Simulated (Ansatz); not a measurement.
# SVWN5/def2-SVP (core potential) run of SnSiH4ClF (SMILES [F][SnH]([SiH3])[Cl])

Aim: the vertical ionisation energy of SnSiH4ClF at SVWN5/def2-SVP (core potential), from 2 runs. 

Program for the calculation: Ansatz 0.2.0.

104 further runs of the same task are left out: 6 that didn't finish, 98 set aside as unsound or not needed. Runs told in other sessions of the task aren't counted.

### Step 1. Starting point

SnSiH4ClF has 8 atoms, charge 0, and is taken as a singlet. SMILES: `[F][SnH]([SiH3])[Cl]`. The shape is that of a PBE0-D4/def2-TZVP optimisation.

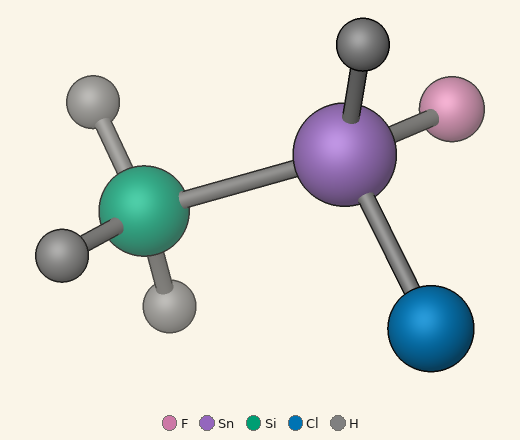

Viewed from a chosen angle; fluorine pink, tin purple, silicon teal, chlorine blue, hydrogen grey.

### Step 2. A single-point energy at SVWN5/def2-SVP (core potential)

run.yaml

```yaml
crystal:
  periodic: [false, false, false]
  atoms:
    - {symbol: F, position_ang: [-2.164400, 1.207300, 0.065000]}
    - {symbol: Sn, position_ang: [-0.491100, 0.743900, -0.760400]}
    - {symbol: Si, position_ang: [0.772400, -0.710700, 0.928600]}
    - {symbol: Cl, position_ang: [-1.103700, -0.588800, -2.566200]}
    - {symbol: H, position_ang: [0.081000, 2.212200, -1.406000]}
    - {symbol: H, position_ang: [1.077500, 0.107800, 2.127500]}
    - {symbol: H, position_ang: [2.025400, -1.174900, 0.284900]}
    - {symbol: H, position_ang: [-0.104900, -1.854000, 1.270900]}
basis:
  gaussian:
    orbitals: def2-SVP
total_charge: 0
hamiltonian:
  xc: {name: SVWN5}
accuracy: high
output: {orbitals: {seedname: orbitals}}
```

The run is started by

```
$ ansatz run run.yaml --threads 1 --pin off --max-ram 3480MiB --events-out events.jsonl --progress --plain --runs-dir runs
```

The log of the run:

```text
Warning: RAYON_NUM_THREADS=1 ignored (pool sized by the plan → 1); use --threads N
Functional definition: SVWN5
  name "SVWN5"
  exchange = slater_x
  correlation = vwn5_c
2115 factors; integrals over basis functions are off by at most 7.7e-9 eV
mean field evaluation 1: about -28904.7005 eV, gradient 3.9e1 eV
mean field evaluation 2: about -28878.4506 eV, gradient 1.3e2 eV
mean field evaluation 4: about -28907.4403 eV, gradient 8.6e0 eV
mean field evaluation 8: about -28907.6202 eV, gradient 5.9e-1 eV
mean field evaluation 16: about -28907.6210 eV, gradient 1.2e-4 eV
mean field -28907.62103954 eV, -1062.3354789139 hartree, gradient 7.8e-8 eV, S^2 0.000000; 0 other end points of the search recorded, 0 dependent functions left out
reference -28907.62104355 eV, -1062.3354790611 hartree; 33, 33 occupied and 63, 63 virtual orbitals, 2115 factors
Total energy: -28907.62104355 eV, -1062.3354790611 hartree
```

It took 9.3 s on 1 thread of Arm Neoverse N1, shared host; peak memory 0.25 GiB.

### Step 3. The doublet cation at the same level

in.yaml

```yaml
crystal:
  periodic: [false, false, false]
  atoms:
    - {symbol: F, position_ang: [-2.164400, 1.207300, 0.065000]}
    - {symbol: Sn, position_ang: [-0.491100, 0.743900, -0.760400]}
    - {symbol: Si, position_ang: [0.772400, -0.710700, 0.928600]}
    - {symbol: Cl, position_ang: [-1.103700, -0.588800, -2.566200]}
    - {symbol: H, position_ang: [0.081000, 2.212200, -1.406000]}
    - {symbol: H, position_ang: [1.077500, 0.107800, 2.127500]}
    - {symbol: H, position_ang: [2.025400, -1.174900, 0.284900]}
    - {symbol: H, position_ang: [-0.104900, -1.854000, 1.270900]}
basis:
  gaussian: {orbitals: def2-SVP}
total_charge: 1
magnetization: {spin_polarized: true, initial_magnetization: 1}
hamiltonian: {xc: {name: SVWN5}}
accuracy: high
output: {orbitals: {seedname: orbitals}}
```

The run is started by

```
$ ansatz run in.yaml --threads 1 --pin off --max-ram 3480MiB --events-out events.jsonl --progress --plain --runs-dir runs
```

The log of the run:

```text
Warning: RAYON_NUM_THREADS=1 ignored (pool sized by the plan → 1); use --threads N
[... 4 set-up lines as earlier in the session ...]
2116 factors; integrals over basis functions are off by at most 7.7e-9 eV
mean field evaluation 1: about -28888.8801 eV, gradient 4.9e1 eV
mean field evaluation 2: about -28630.6294 eV, gradient 1.6e2 eV
mean field evaluation 4: about -28891.6618 eV, gradient 2.9e1 eV
mean field evaluation 8: about -28897.6587 eV, gradient 1.1e0 eV
mean field evaluation 16: about -28897.6619 eV, gradient 1.9e-3 eV
mean field evaluation 32: about -28893.8605 eV, gradient 1.1e1 eV
mean field -28897.66190028 eV, -1061.9694872965 hartree, gradient 3.9e-8 eV, S^2 0.751476; 6 other end points of the search recorded, 0 dependent functions left out
reference -28897.66190427 eV, -1061.9694874433 hartree; 33, 32 occupied and 63, 64 virtual orbitals, 2116 factors
Total energy: -28897.66190427 eV, -1061.9694874433 hartree
```

Run time: 17 s. Hardware: 1 thread of Arm Neoverse N1, shared host; peak memory 0.3 GiB.

### Step 4. Results

Level: SVWN5/def2-SVP (core potential).

| quantity | value |
| --- | --- |
| singlet SnSiH4ClF: total energy | -1062.33548 Eh |
| singlet SnSiH4ClF: HOMO energy | -7.10 eV |
| singlet SnSiH4ClF: LUMO energy | -2.11 eV |
| singlet SnSiH4ClF: HOMO–LUMO gap | 5.00 eV |
| doublet cation: total energy | -1061.96949 Eh |
| doublet cation: HOMO energy (highest over α and β) | -13.29 eV |
| doublet cation: LUMO energy (lowest over α and β) | -12.79 eV |
| doublet cation: ⟨S²⟩ | 0.751 |
| vertical ionisation energy (to the doublet cation) | 9.959 eV |

**Reading.** The vertical ionisation energy comes to 9.96 eV (961 kJ/mol). The negative HOMO energy of the first species, 7.10 eV, lies 2.86 eV below that difference.
